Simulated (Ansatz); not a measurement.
F₂H₂Si···SiH₄

```xyz
10

Si    0.7688   -0.0925   -0.2837
H     1.4907   -0.2779    1.0095
H     1.6256    0.3623   -1.4184
F    -0.4099    1.0141   -0.0631
F     0.0596   -1.4972   -0.6955
Si   -3.1074    0.1012    1.4446
H    -2.6463   -0.9513    0.4778
H    -4.3499   -0.3796    2.1433
H    -3.4135    1.3770    0.7152
H    -2.0370    0.3439    2.4711
```

Computed with Ansatz, RKS PBE/def2-SVP.

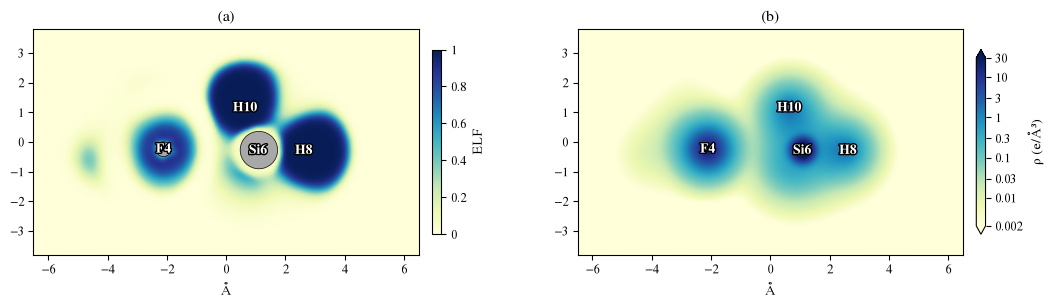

Figure 1. (a) electron localisation function; (b) total electron density on the plane of atoms H8, Si6 and H10. Grey discs cover the atomic cores in the ELF map.

> Read the bonding off the picture.

Atoms in the plane: F, Si and H.
Si6···F4 (3.22 Å): the density falls to about 0.04 e/Å³ on the way; the ELF dips to about 0 between them (a weak contact between the two molecules).
Si–H (1.50 Å): ρ at the midpoint is about 0.74 e/Å³; the ELF climbs to about 1 towards the hydrogen, as it does in any bond to H.
The ELF also peaks beside F4, away from the bonds: lone-pair regions.

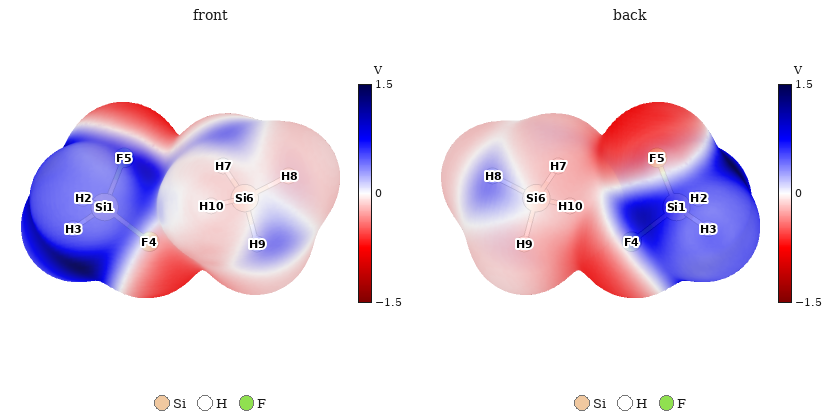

Figure 2. The molecular electrostatic potential painted on the density surface at 0.001 e/bohr³, seen from the front and from behind; red is negative and blue positive.

> Describe the electrostatic potential map.

The most negative region (about −0.7 V) lies over F5, the most positive (about +1.4 V) over Si1.

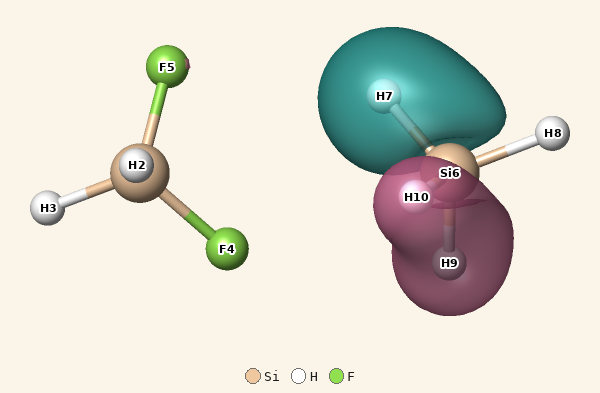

Figure 3. The HOMO−1 at ±0.15 Å⁻³ᐟ² (teal and pink are the two phases), seen across its widest extent.

> Where does this orbital lie, and at what energy?

By Hirshfeld shares it lies mainly on Si6 (about 45 %), H7 (about 30 %), H9 (about 15 %) and H10 (about 10 %). Its energy is −8.22 eV.
